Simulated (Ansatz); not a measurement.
Cost and result by functional for the adsorption energy of OH on the 1x1 (110) surface of zinc-blende InP (cut with top plane In + P), one in a 2x1 cell, started at the site 'hollow P', in Ansatz (plane waves, PAW). Single points on the PBE structure, on one kind of machine; costs are rough ratios of the slab run's core time (references not counted) to the cheapest single point. r2SCAN's cost holds its higher cutoff (500 against 420 eV). Differences are taken against r2SCAN for comparison alone: no measured value is at hand, so the table doesn't rank accuracy. The points keep PBE's geometry, so the relaxation of a polaron and the settling of charge on one site are left out.

Host crystal: zinc-blende InP, with a band gap (PBE, scalar-relativistic without spin-orbit coupling).

Set-up: 22 atoms, 8.9 Å thick at the start under the adsorbate (thin: gaps and levels are the slab's own); mesh 3x4x1; 0.01 eV smearing; dipole correction on; 8 atoms held, the rest relaxed; no symmetry held; spin-polarised, ending with about 0.8 μB a cell, a value that depends on the mesh; orders that need a larger cell were not tried, no spin-orbit, no U, no dispersion correction. The slab shows no gap over 0.04 eV on its mesh. At the end it is bonded to P. In PBE it is, or lies within 0.03 eV of, the lowest of the starts that converged. These notes are the PBE run's. RPBE: The program's check for a lower electronic state was not made. r2SCAN: The program's check for a lower electronic state was not made. Adsorption energies are against H2O(g) − ½ H2(g). A negative adsorption energy means that the adsorbate is more stable on the surface than in its reference.

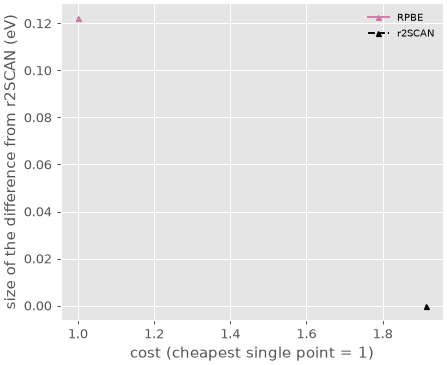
Figure. Difference from r2SCAN against cost

```json
[
 {"functional": "RPBE", "relative cost": "1", "adsorption energy (eV)": "0.87", "less r2SCAN (eV)": "0.12"},
 {"functional": "r2SCAN", "relative cost": "2", "adsorption energy (eV)": "0.75", "less r2SCAN (eV)": "0.00"},
 {"functional": "PBE (the relaxed run's value)", "relative cost": "–", "adsorption energy (eV)": "0.78", "less r2SCAN (eV)": "0.03"}
]
```

The values span 0.12 eV, while the single points' costs differ by a factor of roughly 2. Differences are of unrounded values.

Ansatz is an electronic-structure program.
